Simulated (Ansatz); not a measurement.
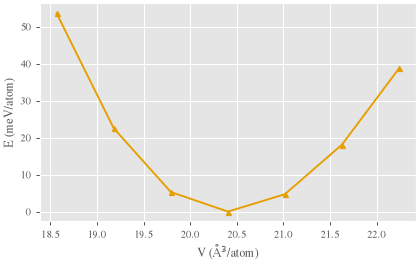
Figure. GaP (zinc blende, space group No. 216) under volume change, HSE06 (plane waves, PAW; program Ansatz), scaled uniformly.

**Question.** What does a third-order Birch–Murnaghan fit give for V₀, B₀ and B′?

**Answer.** V₀ = 20.41 Å³/atom, B₀ = 87.7 GPa, B′ = 4.3.

Space group F-43m (zinc blende). Symmetry was held in the HSE06 relaxation. Scalar-relativistic: spin–orbit coupling is off unless named, which matters more the heavier the elements.

Potentials: the earlier of the program's two PAW sets. The files were generated under PBE; for other functionals the program regenerates the frozen cores, and for LDA and PBEsol the local potential too.
